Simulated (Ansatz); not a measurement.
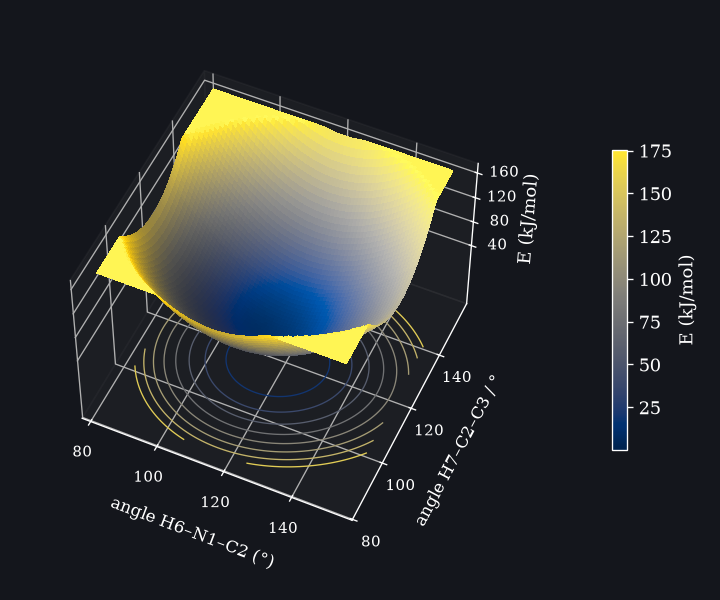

Energy landscape of C2H6InN, SMILES NC=[CH][InH2]. 
- The first coordinate is: angle H6–N1–C2; the second: angle H7–C2–C3.
- Nothing is relaxed (all other coordinates rigid).
- The scan uses a 15 × 15 grid.
- Points are written as (first, second).
- Energies are in kJ/mol, from the relaxed molecule at the same level.
- All numbers below come from RHF/def2-TZVP (Ansatz).

The picture shows a relief with its contours projected below, any walls above the top of the colour scale cut off. Between grid points the surface is interpolated. 

Q: Summarise what can be read from the map.

A: The lowest grid point is at (117.5°, 119.8°), 0 kJ/mol from the relaxed molecule at the same level. It is the only kind of minimum in the scanned range. The highest grid point, (82.5°, 154.8°), lies 333 kJ/mol above the lowest. Round the minimum the two coordinates are weakly coupled (coupling −0.08 in units of the two stiffnesses).

The input of one point:

```yaml
crystal:
  periodic: [false, false, false]
  atoms:
    - { symbol: "N", position_ang: [1.582533, 0.600602, -0.231288] }
    - { symbol: C, position_ang: [1.026113, -0.488488, 0.396138] }
    - { symbol: C, position_ang: [-0.267357, -0.778745, 0.548589] }
    - { symbol: In, position_ang: [-1.935049, 0.311089, -0.208315] }
    - { symbol: H, position_ang: [2.506865, 0.488306, -0.573752] }
    - { symbol: H, position_ang: [0.996325, 1.133629, -0.831314] }
    - { symbol: H, position_ang: [1.775131, -1.12945, 0.835657] }
    - { symbol: H, position_ang: [-0.457108, -1.661287, 1.134954] }
    - { symbol: H, position_ang: [-3.558669, -0.163363, 0.179972] }
    - { symbol: H, position_ang: [-1.669103, 1.687424, -1.250443] }
basis:
  gaussian: { orbitals: def2-TZVP }
hamiltonian:
  xc: hf
output:
  forces: true
```

Each point was launched as `ansatz run input.yaml --threads 1 --pin off --max-ram 2560MiB --backend cpu --events-out ev --progress --plain --runs-dir out`. The whole map (225 points run) took 24 min on 1 thread of Arm Neoverse V2, on a shared host.
